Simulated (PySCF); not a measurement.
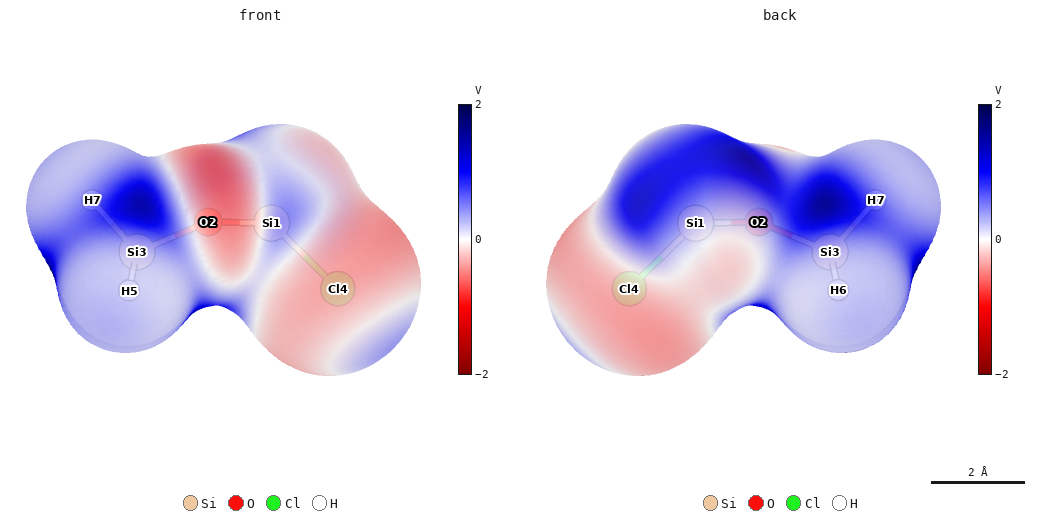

Figure 1: ClH3OSi2 (SMILES [SiH3]O[Si]Cl) (triplet). The molecular electrostatic potential painted on the density surface at 0.002 e/bohr³, seen from the front and from behind; the colour scale runs from red (negative) to blue (positive).

Geometry: PBE0-D3(BJ)/def2-SVP.

All numbers below come from UKS B3LYP, IGLO-III on Cl O Si, pcH-1 on H, non-relativistic, mean-field spin-orbit, GIAO (PySCF).

```xyz
7

Si    1.7690    1.1916   -0.2800
O     0.3368    0.7292    0.4133
Si   -0.9660   -0.2624    0.0521
Cl    3.4669    0.1103    0.2173
H    -1.0597   -1.3081    1.1082
H    -0.7672   -0.8929   -1.2870
H    -2.2027    0.5675    0.0459
```

> Which sites attract a positive test charge, and which a negative one?

A positive charge is drawn to the negative regions and a negative charge to the positive ones. The most negative region (about −0.6 V) lies over O2, the most positive (about +1.8 V) over Si3. Cl4 shows a σ-hole: about +0.4 V at the tip opposite its bond, against about −0.3 V on its flanks.
